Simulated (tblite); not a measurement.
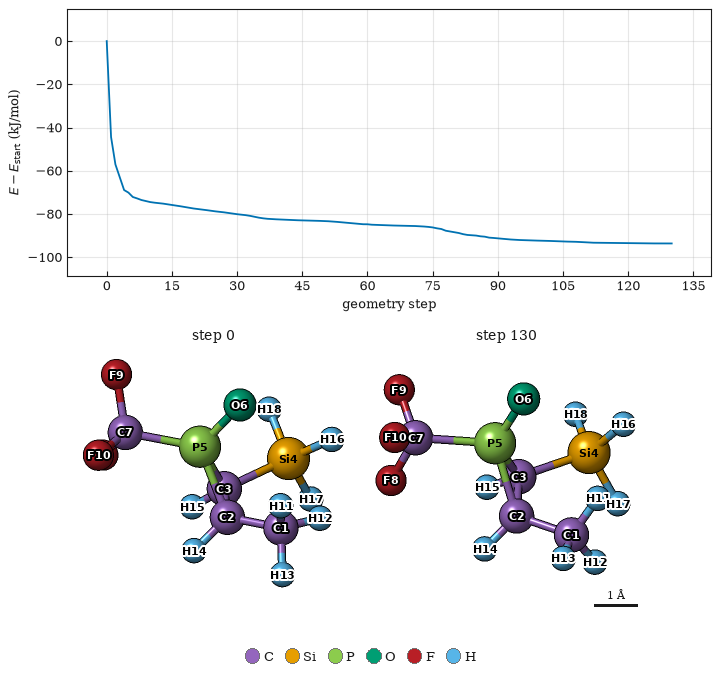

First and last geometry of a relaxation of C4H8F3OPSi, with the history of the run. A ball-and-stick model, seen from a free direction.

Computed with GFN2-xTB geometry optimisation, gas phase (tblite). 

**Read the history and describe the run.**

It converged. Over 130 geometry steps the energy falls by 93.7 kJ/mol. The largest move after the best rigid fit is that of H12, 1.17 Å. By element the largest moves are H 1.17 Å, F 0.89 Å, O 0.33 Å, C 0.29 Å, Si 0.24 Å, P 0.12 Å. Among the contacts that change: P5–C7 1.794 → 1.882 Å, C2–C3 1.490 → 1.573 Å, C7–F8 1.400 → 1.336 Å, C7–F9 1.387 → 1.335 Å. Bond angles that change, for instance: C2–P5–O6 113.4° → 128.3°, C2–P5–C7 121.9° → 110.2°, C3–P5–O6 119.5° → 127.8°. Groups turn about C1–C2 by about 60°, P5–C7 by about 35°, C3–Si4 by about 25°.

```csv
step,"E − E(0), kJ/mol"
0,0.00
1,-44.39
2,-57.07
3,-62.93
4,-68.93
5,-70.12
6,-72.14
7,-72.81
8,-73.55
9,-74.05
10,-74.50
16,-76.15
23,-78.24
29,-79.85
35,-81.71
42,-82.77
48,-83.14
54,-83.85
61,-84.97
67,-85.39
73,-85.82
79,-88.10
86,-90.34
92,-91.67
98,-92.28
105,-92.74
111,-93.22
117,-93.45
124,-93.62
130,-93.65
```
